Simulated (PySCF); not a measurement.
# F2GeH4P2 (GeH3PHPF2): the cost of one run

Programs: PySCF 2.14.0, with routines of our own; each step states its level. All values are computed. Atoms count from 0.

## Step 1: The system as given

9 atoms, charge 0, multiplicity 1; geometry from: GFN2-xTB.

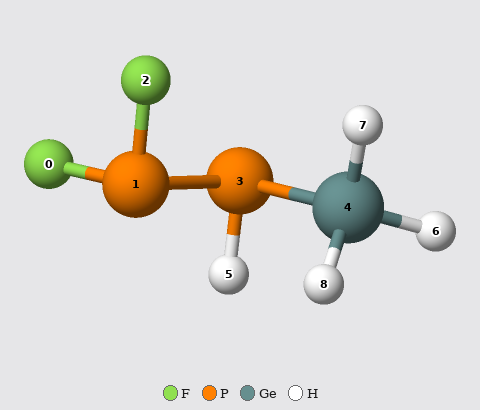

The starting geometry (fluorine green, phosphorus orange, germanium teal, hydrogen white).

## Step 2: Optimising the geometry at PBE0-D3(BJ)/def2-SVP

The job: settings as JSON, then the geometry in Å.

```
{"job": {"xc": "PBE0", "basis": "def2-SVP", "d3": "d3bj", "grid": 1, "maxiter": 30, "shake": 0.01, "kind": "geom"}, "charge": 0, "multiplicity": 1}
F      2.902270     0.424650     1.327760
P      1.397690    -0.215360     1.262190
F      1.863580    -1.505800     0.409810
P      0.654160     0.948450    -0.420850
Ge    -1.380320    -0.206990    -0.257320
H      0.194990     1.946560     0.466610
H     -2.406280     0.474480    -1.088410
H     -1.236090    -1.594460    -0.762310
H     -1.932180    -0.288690     1.164980
```

Launch:

```
OMP_NUM_THREADS=1 python heavy_run.py task.json out
```

This one command runs all jobs of the session in turn.

**Question.** How long does this first job take on 1 thread of Arm Neoverse V1, shared host, and how much memory does it need?

About 57 s, with a peak of 0.49 GiB.
